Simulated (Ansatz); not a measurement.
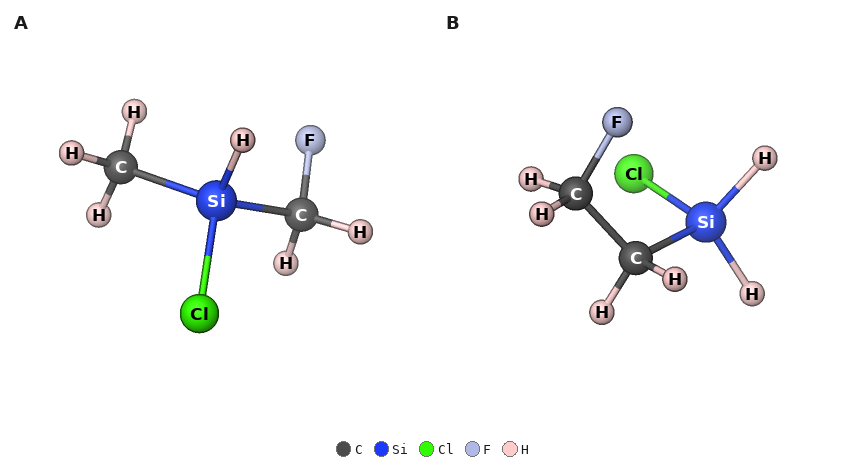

2 stationary structures of one formula. Geometries: PBE-D4/def2-SVP. Electronic energies: PBE-D4/def2-SVP (Ansatz 0.2.0), without zero-point energy. No frequency run is at hand to confirm each as a minimum. Each is one conformer, not always the lowest.

Are they conformers, stereoisomers or constitutional isomers?

Answer. They are constitutional isomers of C2H6ClFSi: A `C[Si@@H](Cl)CF`, B `FCC[SiH2]Cl`.

Which is lowest in energy, and by how much?

Answer. A is lowest; B lies 0.161 eV above it.
